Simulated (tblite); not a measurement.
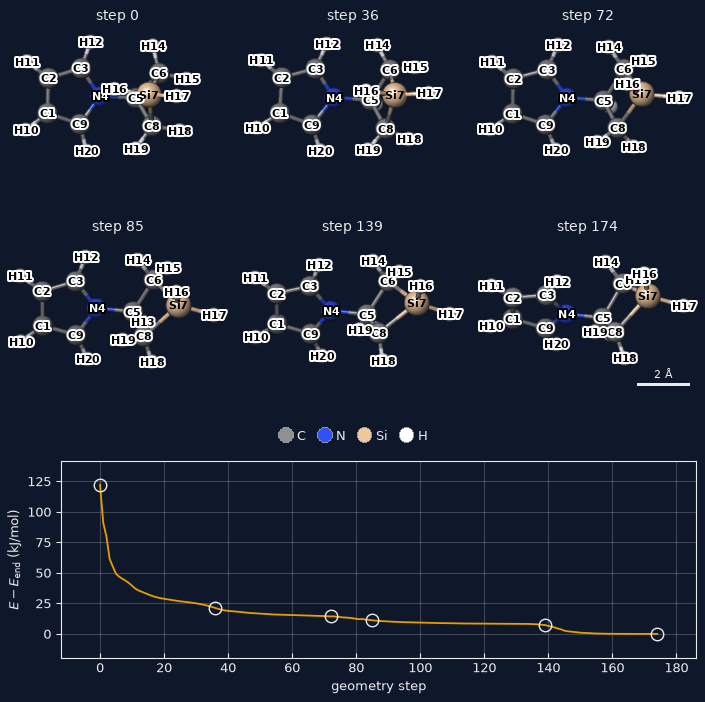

Frames of a relaxation of C7H11NSi, marked on the history of the run. A ball-and-stick model, seen face on.

The calculation used tblite 0.8.0, GFN2-xTB geometry optimisation, gas phase. 

### What happens along the run?

The atom that moves furthest after the best rigid fit is H16 (2.60 Å). By element the largest moves are H 2.60 Å, Si 1.21 Å, C 1.12 Å, N 0.31 Å. Some distances before and after: N4–Si7 2.719 → 3.648 Å, C6–Si7 1.850 → 1.911 Å, C5–C6 1.492 → 1.549 Å, Si7–C8 1.873 → 1.911 Å. Among the angles between lasting bonds that change: C6–C5–C8 87.5° → 99.8°, H18–C8–H19 116.9° → 107.1°, Si7–C8–H18 108.8° → 118.4°. Groups turn about N4–C5 by about 85°, C5–C6 by about 60°, C5–C8 by about 55°. After 174 geometry steps the energy has fallen by 122.3 kJ/mol. From step 0 to 36: H16 moves most (0.84 Å), energy −101.0 kJ/mol. From step 36 to 72: H16 moves most (1.07 Å), energy −6.97 kJ/mol. From step 72 to 85: H atoms move most (0.70 Å), energy −3.14 kJ/mol. From step 85 to 139: H12 moves most (0.67 Å), energy −3.99 kJ/mol. From step 139 to 174: H12 moves most (0.76 Å), energy −7.20 kJ/mol.

| step | E − E(0), kJ/mol |
| --- | --- |
| 0 | 0.00 |
| 1 | -31.09 |
| 2 | -42.64 |
| 3 | -60.84 |
| 4 | -67.23 |
| 5 | -73.07 |
| 6 | -75.43 |
| 7 | -77.17 |
| 8 | -78.73 |
| 9 | -80.59 |
| 10 | -82.89 |
| 19 | -93.08 |
| 27 | -96.14 |
| 36 | -101.01 |
| 45 | -104.69 |
| 53 | -106.13 |
| 62 | -106.96 |
| 70 | -107.68 |
| 79 | -109.56 |
| 88 | -111.82 |
| 96 | -112.72 |
| 105 | -113.34 |
| 114 | -113.77 |
| 122 | -113.86 |
| 131 | -113.99 |
| 139 | -115.11 |
| 148 | -120.76 |
| 157 | -122.09 |
| 165 | -122.27 |
| 174 | -122.32 |
